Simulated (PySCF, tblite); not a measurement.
# C13H9N: excited states

Aim: compute the excited states of C13H9N (`c1ccc2cc3cnccc3cc2c1`).

Computed with tblite 0.8.0 and PySCF 2.14.0 and routines of our own; the level stands in each step. Atoms count from 0.

## (1) The starting structure

23 atoms, charge 0, multiplicity 1; geometry from: force field or distance geometry start.

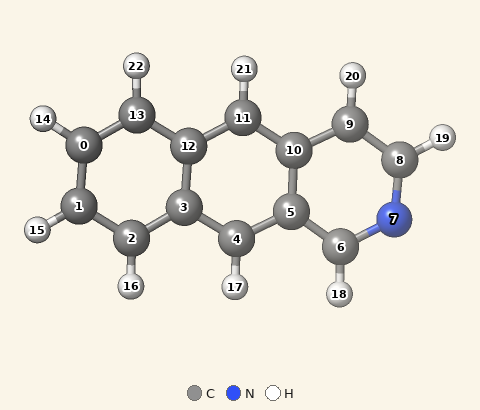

The starting geometry (carbon grey, nitrogen blue, hydrogen white).

## (2) Relaxing the molecule with GFN2-xTB

What the job is given:

```
{"job": {"kind": "relax", "xc": "GFN2-xTB", "basis": "xTB"}, "charge": 0, "multiplicity": 1}
C     -3.408500     0.189600     0.039600
C     -3.280900    -1.077500    -0.479100
C     -1.989200    -1.573400    -0.648500
C     -0.929300    -0.758100    -0.326800
C      0.355300    -1.236100    -0.485700
C      1.474300    -0.494700    -0.187300
C      2.707200    -1.056900    -0.402900
N      3.800000    -0.319000    -0.088300
C      3.693200     0.926900     0.410400
C      2.446800     1.499900     0.630000
C      1.299200     0.775100     0.321600
C      0.030200     1.280700     0.515400
C     -1.069700     0.510600     0.201700
C     -2.342700     0.986600     0.367600
H     -4.424000     0.601500     0.192800
H     -4.123300    -1.712700    -0.719200
H     -1.818200    -2.562600    -1.046300
H      0.503300    -2.232800    -0.889900
H      2.865000    -2.038600    -0.785300
H      4.561400     1.527700     0.663400
H      2.316200     2.509400     1.030500
H     -0.125100     2.287200     0.914800
H     -2.546100     1.993900     0.781500
```

On the command line:

```
$ OMP_NUM_THREADS=1 python excited_run.py task.json out
```

This one command runs all jobs of the session in turn.

What it wrote:

```text
step      E/eV     max force
  0    -960.81695    4.448
  1    -961.23814    1.919
  2    -961.33401    0.922
  3    -961.39917    0.677
  4    -961.44866    0.489
  5    -961.46838    0.416
  6    -961.48524    0.302
  7    -961.49618    0.259
  8    -961.50489    0.248
  9    -961.51069    0.156
 10    -961.51465    0.128
 11    -961.51679    0.093
 12    -961.51800    0.085
 13    -961.51875    0.058
 14    -961.51922    0.051
 15    -961.51950    0.038
 16    -961.51970    0.042
 17    -961.51988    0.033
 18    -961.52010    0.042
 19    -961.52035    0.045
 20    -961.52057    0.032
 21    -961.52073    0.035
 22    -961.52086    0.036
 23    -961.52099    0.031
 24    -961.52110    0.024
 25    -961.52117    0.016
 26    -961.52121    0.012
 27    -961.52123    0.011
 28    -961.52125    0.009
```

Wall time 0.27 s (1 thread of Arm Neoverse V2, shared host).

Along the way:

| step | energy from step 0 (eV) | largest force (eV/Å) |
| --- | --- | --- |
| 0 | 0.0000 | 4.4476 |
| 1 | -0.4212 | 1.9193 |
| 2 | -0.5171 | 0.9225 |
| 3 | -0.5822 | 0.6774 |
| 4 | -0.6317 | 0.4889 |
| 5 | -0.6514 | 0.4164 |
| 6 | -0.6683 | 0.3020 |
| 7 | -0.6792 | 0.2588 |
| 8 | -0.6879 | 0.2483 |
| 9 | -0.6937 | 0.1561 |
| 10 | -0.6977 | 0.1281 |
| 11 | -0.6998 | 0.0926 |
| 12 | -0.7011 | 0.0850 |
| 13 | -0.7018 | 0.0579 |
| 14 | -0.7023 | 0.0506 |
| 15 | -0.7025 | 0.0377 |
| 16 | -0.7027 | 0.0420 |
| 17 | -0.7029 | 0.0334 |
| 18 | -0.7031 | 0.0424 |
| 19 | -0.7034 | 0.0447 |
| 20 | -0.7036 | 0.0316 |
| 21 | -0.7038 | 0.0348 |
| 22 | -0.7039 | 0.0358 |
| 23 | -0.7040 | 0.0313 |
| 24 | -0.7042 | 0.0239 |
| 25 | -0.7042 | 0.0162 |
| 26 | -0.7043 | 0.0116 |
| 27 | -0.7043 | 0.0114 |
| 28 | -0.7043 | 0.0088 |

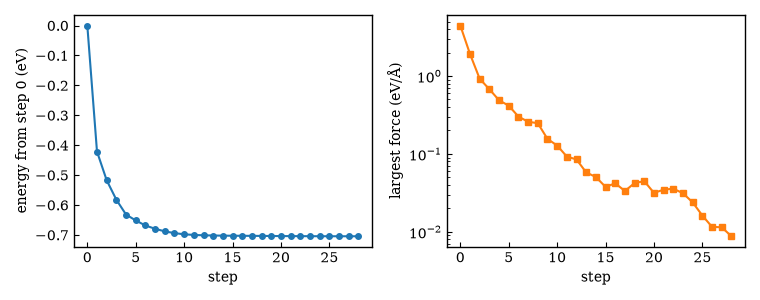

Energy and force, step by step.

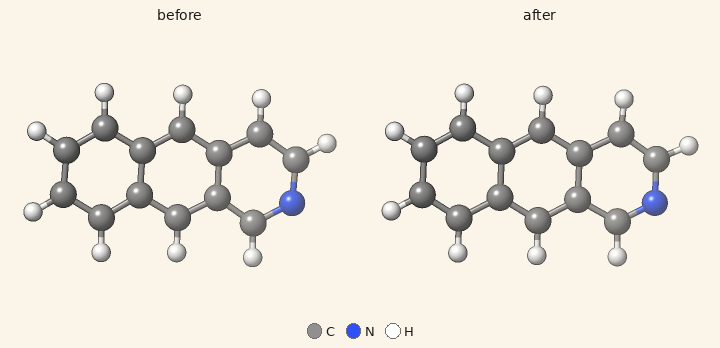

Before and after, at one scale.

Distances of close pairs at the start and the end, largest changes first:

| bond | before (Å) | after (Å) | change (Å) |
| --- | --- | --- | --- |
| C6–N7 | 1.356 | 1.297 | -0.059 |
| C5–C10 | 1.379 | 1.430 | +0.051 |
| C3–C12 | 1.382 | 1.432 | +0.051 |
| C12–C13 | 1.369 | 1.419 | +0.050 |
| C5–C6 | 1.372 | 1.422 | +0.049 |
| C2–C3 | 1.375 | 1.419 | +0.044 |
| C0–C1 | 1.375 | 1.412 | +0.037 |
| C1–C2 | 1.394 | 1.361 | -0.033 |

The end geometry stands in the next job.

## (3) Vibrational analysis with GFN2-xTB

What the job is given:

```
{"job": {"kind": "ir", "xc": "GFN2-xTB", "basis": "xTB"}, "charge": 0, "multiplicity": 1}
C     -3.494915     0.221291     0.052984
C     -3.317416    -1.078930    -0.467212
C     -2.066554    -1.580278    -0.655453
C     -0.917150    -0.812320    -0.335642
C      0.373042    -1.302677    -0.519281
C      1.485263    -0.531323    -0.198011
C      2.821592    -0.985728    -0.366654
N      3.873836    -0.286252    -0.074523
C      3.700819     0.957259     0.423030
C      2.480106     1.523440     0.637328
C      1.307918     0.786121     0.328990
C      0.018414     1.276371     0.512168
C     -1.097133     0.506778     0.192041
C     -2.418779     0.990424     0.372259
H     -4.497191     0.598161     0.194097
H     -4.187311    -1.669840    -0.713688
H     -1.922942    -2.574721    -1.053125
H      0.515615    -2.297866    -0.917964
H      2.998145    -1.978764    -0.763720
H      4.618996     1.484615     0.644741
H      2.389726     2.522420     1.037097
H     -0.119067     2.272200     0.910370
H     -2.549767     1.986601     0.770246
```

What it wrote:

```text
mode    cm-1     km/mol
  1      81.1      0.08
  2     107.7      0.40
  3     207.3      0.88
  4     232.8      0.00
  5     237.7      1.14
  6     328.6      0.29
  7     377.1      0.21
  8     392.5      0.14
  9     427.1      1.00
 10     441.8      3.19
 11     470.5      2.29
 12     502.9      1.05
 13     564.6      4.60
 14     581.7      1.97
 15     607.6      3.97
 16     645.1      1.48
 17     707.9      1.52
 18     733.6      2.26
 19     745.8      8.81
 20     786.0      0.31
 21     802.2      2.77
 22     858.7     28.58
 23     862.4      1.30
 24     866.1      0.01
 25     871.9      0.35
 26     875.5      0.02
 27     895.1      0.19
 28     900.3     18.21
 29     910.7      0.46
 30     918.1      0.80
 31     928.0      0.00
 32    1070.0      0.01
 33    1081.5      5.52
 34    1140.5      0.99
 35    1159.4      1.81
 36    1175.4      0.13
 37    1180.8      0.00
 38    1189.1      4.11
 39    1242.0      5.83
 40    1259.2      0.82
 41    1284.2      0.39
 42    1290.3      6.88
 43    1315.7      2.69
 44    1332.3      1.12
 45    1397.4      6.95
 46    1405.2     11.57
 47    1422.7      0.79
 48    1448.7      4.83
 49    1468.2      3.79
 50    1522.3      1.69
 51    1542.5      0.01
 52    1582.4      1.14
 53    1592.5     97.56
 54    1620.4      6.74
 55    3035.8     34.83
 56    3061.7     29.72
 57    3066.6     23.32
 58    3068.8      4.06
 59    3072.5     23.58
 60    3074.4      1.09
 61    3083.0     30.42
 62    3083.6    109.41
 63    3092.7     75.43
```

It took 1.2 s on 1 thread of Arm Neoverse V2, shared host.

The strongest bands and the atoms that carry them (share of the mass-weighted mode):

```
cm⁻¹  km/mol                                   atoms
 859    28.6                      H21 22 %, H17 19 %
1592    97.6      C6 26 %, C9 21 %, C8 15 %, N7 14 %
3036    34.8                                H18 93 %
3062    29.7                                H19 85 %
3072    23.6  H22 27 %, H16 22 %, H14 17 %, H15 17 %
3083    30.4                                H20 75 %
3084   109.4  H15 25 %, H14 24 %, H16 19 %, H22 14 %
3093    75.4                      H14 40 %, H15 36 %
```

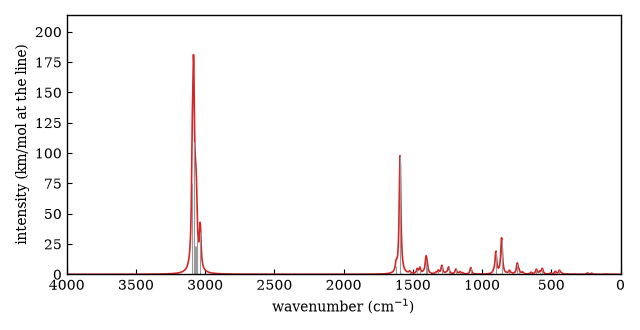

The infrared spectrum from these modes, unscaled. Lines are broadened to a width of 14 cm⁻¹ (Lorentzian).

## (4) Excited states: TDA CAM-B3LYP/def2-SVP

The job, as its differences from that of step 3:

```diff
@@ -1,2 +1,2 @@
-{"job": {"kind": "ir", "xc": "GFN2-xTB", "basis": "xTB"}, "charge": 0, "multiplicity": 1}
+{"job": {"kind": "states", "xc": "CAM-B3LYP", "basis": "def2-SVP", "tda": true, "soc": true, "nstates": 5, "ntriplets": 4, "nquad": 4}, "charge": 0, "multiplicity": 1}
 C     -3.494915     0.221291     0.052984
```

With the program's defaults for keys left out, this is: TDA CAM-B3LYP/def2-SVP excited states, vertical, gas phase, spin-orbit mean-field couplings.

What it wrote:

```text
coarse grid: 20760 points
cycle   1  E = -554.6828396642  dE =  3.408e+00  |g| = 3.943e-01  |ddm| = 6.718e+00
cycle   2  E = -554.7042876254  dE = -2.145e-02  |g| = 3.583e-01  |ddm| = 1.414e+00
cycle   3  E = -554.7305258508  dE = -2.624e-02  |g| = 9.768e-02  |ddm| = 4.782e-01
cycle   4  E = -554.7325265636  dE = -2.001e-03  |g| = 3.934e-02  |ddm| = 1.496e-01
cycle   5  E = -554.7329348484  dE = -4.083e-04  |g| = 8.411e-03  |ddm| = 6.766e-02
cycle   6  E = -554.7329543810  dE = -1.953e-05  |g| = 2.533e-03  |ddm| = 1.293e-02
cycle   7  E = -554.7329569227  dE = -2.542e-06  |g| = 9.720e-04  |ddm| = 4.479e-03
final grid: 205048 points
cycle   8  E = -554.8464789057  dE = -5.187e-05  |g| = 3.550e-03  |ddm| = 4.794e-02
cycle   9  E = -554.8464806976  dE = -1.792e-06  |g| = 2.716e-03  |ddm| = 1.033e-02
cycle  10  E = -554.8464826080  dE = -1.910e-06  |g| = 4.932e-04  |ddm| = 3.920e-03
cycle  11  E = -554.8464826623  dE = -5.429e-08  |g| = 2.172e-04  |ddm| = 8.466e-04
cycle  12  E = -554.8464826766  dE = -1.432e-08  |g| = 7.375e-05  |ddm| = 3.723e-04
cycle  13  E = -554.8464826783  dE = -1.672e-09  |g| = 1.744e-05  |ddm| = 1.092e-04
cycle  14  E = -554.8464826786  dE = -2.810e-10  |g| = 1.024e-05  |ddm| = 5.028e-05
converged SCF energy = -554.8464826786

Singlet excitations
state   eV       nm        f     d(h-e)  d(exc)  Lambda  PR(NTO)  |dmu|/D   mu/D   main configurations
  1   3.8720   320.2   0.13425   0.302   3.979   0.865   1.176    0.751    3.468   H->L 0.90
  2   4.2610   291.0   0.00352   0.178   3.659   0.674   2.000    0.409    3.131   H->L+1 0.47, H-1->L 0.47
  3   4.2687   290.4   0.00144   1.974   3.540   0.353   1.008    5.190    2.475   H-2->L 0.83, H-2->L+2 0.13
  4   5.4604   227.1   0.05648   0.201   4.175   0.736   1.148    0.508    2.699   H-3->L 0.83
  5   5.6396   219.8   0.00388   0.133   3.763   0.728   1.149                     H->L+2 0.91

Triplet excitations (Tamm-Dancoff)
state   eV     d(h-e)  d(exc)  Lambda  PR(NTO)   main configurations
  1   2.1790   0.158   3.462   0.869   1.159   H->L 0.92
  2   3.5968   0.093   2.912   0.722   2.027   H-3->L 0.35, H->L+2 0.34, H-1->L 0.21
  3   3.7978   1.728   3.265   0.354   1.010   H-2->L 0.71, H-2->L+2 0.14
  4   3.8509   0.122   3.604   0.675   1.964   H->L+1 0.61, H-1->L 0.27
S1 - T1 = 1.6930 eV

Spin-orbit couplings |<S|Hso|T>| (cm-1)
             T1       T2       T3       T4
S0        0.008    0.031   19.990    0.022
S1        0.009    0.006    3.114    0.064
S2        0.048    0.017    3.196    0.029
S3        4.005    2.474    0.205    4.192
S4        0.012    0.004    2.425    0.002
S5        0.002    0.007    2.006    0.007
T1 sublevels (cm-1): 0.000 0.000 0.000   radiative rates (1/s): 0.000221 1.11e-07 8.64e-06
```

Run time: 1.7 min. Hardware: 1 thread of Arm Neoverse V2, shared host; peak memory 1.2 GiB.

From this job:

```csv
quantity,value
S1 less T1,1.69 eV
```

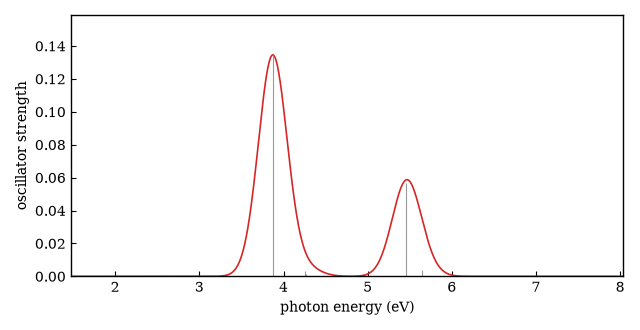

Absorption lines of the singlets. Lines are broadened to a width of 0.40 eV (Gaussian).

## (5) Summary of results

```
                                   quantity                  value
  strongest single infrared mode (GFN2-xTB)  3084 cm⁻¹, 109 km/mol
               zero-point energy (GFN2-xTB)         110.4 kcal/mol
S1 less T1 (step 4, TDA CAM-B3LYP/def2-SVP)                1.69 eV
```

What this shows: All 63 modes are real, so the xTB geometry is a minimum. Unscaled tight-binding wavenumbers are off by several per cent, some by more. Its intensities can rank the bands wrongly. In step 4 some excited states are degenerate or nearly so. In step 4, the number of triplets below S1 is at least 4, and the largest singlet-triplet spin-orbit coupling is S0–T3, 19.99 cm⁻¹.
